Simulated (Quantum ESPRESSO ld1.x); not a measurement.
# Atomic calculation for N

N, configuration typed as [He] 2s2 2p3. Computed at this level: radial all-electron Kohn-Sham run of Quantum ESPRESSO ld1.x with rel=1, lsd=1, dft='PW' as typed.

### What the run reported

- outcome: converged
- total energy: −54.165767 hartree
- kinetic energy: 53.949592 hartree
- electron–nucleus energy: −127.846589 hartree
- Hartree energy: 26.017989 hartree
- exchange–correlation energy: −6.286759 hartree
- SCF iterations: 20
- hardware: 1 CPU thread, shared host
- wall time: 0.69 s

### What is odd here

This input holds a deliberate oddity: xmin very low. The program ran to the end, and its total energy equals that of the same run with the usual input (−54.16576 hartree) within 10⁻⁵ hartree, so the oddity leaves no trace in it.

### Input file
```
 &input
    zed=7.0,
    iswitch=1,
    rel=1,
    lsd=1,
    dft='PW',
    config='[He] 2s2 2p3',
    verbosity='high',
    xmin=-14.0,
    prefix='ld1',
    max_out_wfc=37,
    file_charge='ld1.rho',
 /
```

Launched with:
```bash
OMP_NUM_THREADS=1 ld1.x < ld1.in > ld1.out
```

### Log
```
     Program LD1 v.7.5 starts

     --------------------------- All-electron run ----------------------------

     scalar relativistic calculation

     atomic number is  7.00
     dft =PW   lsd =1 sic =0 latt =0  beta=0.20 tr2=1.0E-14
     Exchange-correlation= PW
                           (   1   4   0   0   0   0   0)
     mesh =2569 r(mesh) =  99.29447 a.u. xmin =-14.00 dx = 0.00800
     1 Ry =  13.60569312 eV, c = 137.03599908

     n l     nl                  e(Ry)          e(Ha)          e(eV)
     1 0     1S 1( 1.00)     -28.008426887     -14.004213443   -381.0740611
     2 0     2S 1( 1.00)      -1.442663976      -0.721331988    -19.6284433
     2 1     2P 1( 3.00)      -0.616627487      -0.308313744     -8.3896444
     1 0     1S 2( 1.00)     -27.878225041     -13.939112520   -379.3025747
     2 0     2S 2( 1.00)      -1.124622887      -0.562311444    -15.3012739
     2 1     2P 2( 0.00)      -0.321377570      -0.160688785     -4.3725646

     final scf error:  1.6E-15 reached in  20 iterations

     Etot =    -108.331534 Ry,     -54.165767 Ha,   -1473.925613 eV
     Total magnetization:    3.00 Bohr mag.

     Ekin =     107.899184 Ry,      53.949592 Ha,    1468.043191 eV
     Encl =    -255.693179 Ry,    -127.846589 Ha,   -3478.882926 eV
     Eh   =      52.035977 Ry,      26.017988 Ha,     707.985532 eV
     Exc  =     -12.573517 Ry,      -6.286758 Ha,    -171.071410 eV

     normalization and overlap integrals

     s(1S/1S) =  1.000000  <r> =   0.2317  <r2> =    0.0727  r(max) =   0.1487
     s(1S/2S) = -0.000164
     s(2S/2S) =  1.000000  <r> =   1.3128  <r2> =    2.0899  r(max) =   1.0142
     s(2P/2P) =  1.000000  <r> =   1.4295  <r2> =    2.6781  r(max) =   0.9513
     s(1S/1S) =  1.000000  <r> =   0.2307  <r2> =    0.0720  r(max) =   0.1487
     s(1S/2S) = -0.000156
     s(2S/2S) =  1.000000  <r> =   1.3819  <r2> =    2.3418  r(max) =   1.0388
     s(2P/2P) =  1.000000  <r> =   1.6791  <r2> =    3.8518  r(max) =   1.0223

     ------------------------ End of All-electron run ------------------------
```

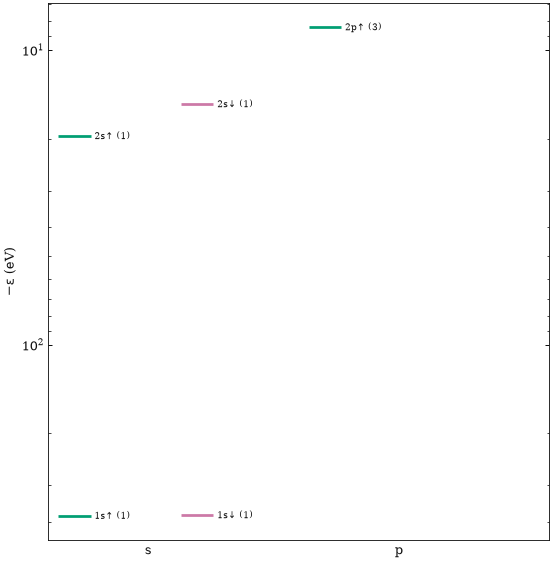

*All occupied levels, on a logarithmic scale of binding energy, are drawn by angular momentum (occupations in brackets, up spins at the left of each column and down spins at the right). They are the filled levels of this odd run.*

The highest occupied level is 2p up at −8.39 eV. From the top down the occupied levels run 2p up (−8.39 eV), 2s down (−15.3 eV), 2s up (−19.6 eV), 1s down (−379.3 eV), 1s up (−381.1 eV).
